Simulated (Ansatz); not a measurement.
Consider PbSe in the rock salt structure (space group Fm-3m, No. 225; a = 6.178 Å).

One thing is altered: a hydrostatic pressure of 0.9 GPa.

Level of theory: r2SCAN/PAW in Ansatz (a quantum-chemistry and plane-wave program), no spin-orbit coupling.

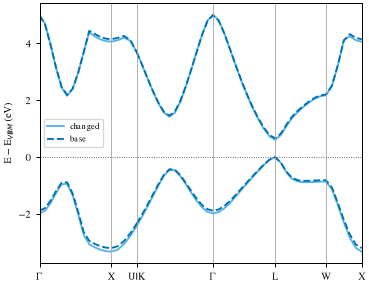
Figure. Highest valence and lowest conduction band along the path, each from its own valence-band maximum

The gap is 0.61 eV, direct at L; the base has 0.67 eV.

Spin-orbit coupling, missing from the scalar runs, can matter with Pb. Load acts through the strain it causes; cell and atoms are relaxed under it. Whether these cells are dynamically stable was not tested.
